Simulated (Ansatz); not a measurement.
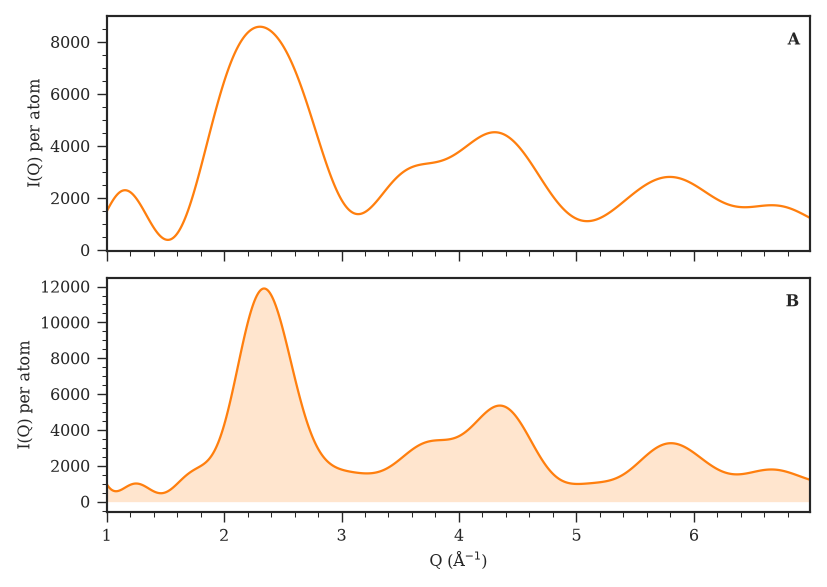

X-ray scattering of spheres cut from the crystal structure of Tl (P6_3/mmc, a = 3.378 Å, b = 3.378 Å, c = 10.977 Å, α = 90.00°, β = 90.00°, γ = 120.00°), calculated atom by atom with the Debye equation (B = 0.5 Å², no relaxation of the surface). Basis of the simulation: coordinates from a relaxation with DFT, LDA (PW92), plane waves (420 eV) with PAW, scalar-relativistic (Ansatz 0.2.0); the starting structure was generated, so it need not be a known form of this composition.

**The spheres are 10 and 14 Å across. Which curve is which?**

curve A: 10 Å (19 atoms); curve B: 14 Å (57 atoms). Peak widths go roughly as 2π/D, so the largest sphere has the sharpest peaks.
